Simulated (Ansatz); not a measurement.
## Fields on a plane of AlP (zinc blende)

```
CELL_PARAMETERS angstrom
      0.00000     2.73525     2.73525
      2.73525     0.00000     2.73525
      2.73525     2.73525     0.00000
ATOMIC_POSITIONS crystal
  P  0.25000 0.25000 0.25000
  Al 0.00000 0.00000 0.00000
```

The slice is a {110} plane (indices of the conventional cell) through the point (0.000, 0.000, 0.000) (fractional), spanned by u = [100] and v = [1 -1 -1] in vectors of this cell: u (3.87 Å) and v (5.47 Å, at 90° to u). It covers one period; positions are fractions (u, v).

Atoms on it: P at (0.50, 0.75); Al at (0.00, 0.00).

Method: PBEsol (plane waves to 420 eV, PAW, scalar-relativistic; Ansatz, a first-principles code). k mesh 10×10×10. Inside the PAW spheres the values are not all-electron values, and peaks at nuclei hang on which shells count as valence. AlP was relaxed with its symmetry unable to fall.

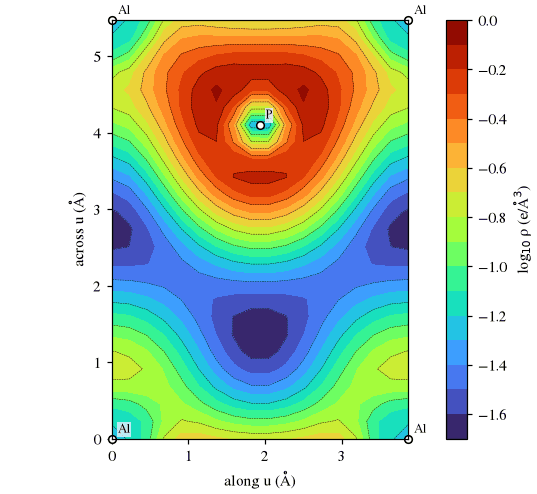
*Log₁₀ of the valence density in e/Å³, one period of the plane, atoms marked. The scale is logarithmic, as a density can span decades between atoms and voids.*

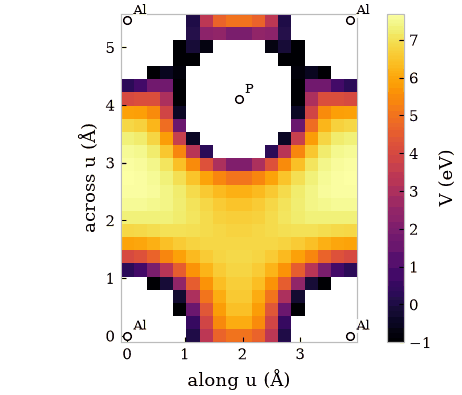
Electrostatic potential energy of an electron, from the cell's mean, in eV, one period of the plane, atoms marked. Points within 1 Å of a nucleus are left white, as the pseudised field means little there. Values under -1 eV are set to -1. The zero, the cell's mean, hangs on the PAW cores.

| Quantity | Value |
|---|---|
| Density on the P–Al line (2.37 Å) at its midpoint | 0.51 e/Å³ |
| ELF at that point | 0.9 |
| ELF maximum in the middle third of the P–Al line | 0.94, 1.3 Å from P |
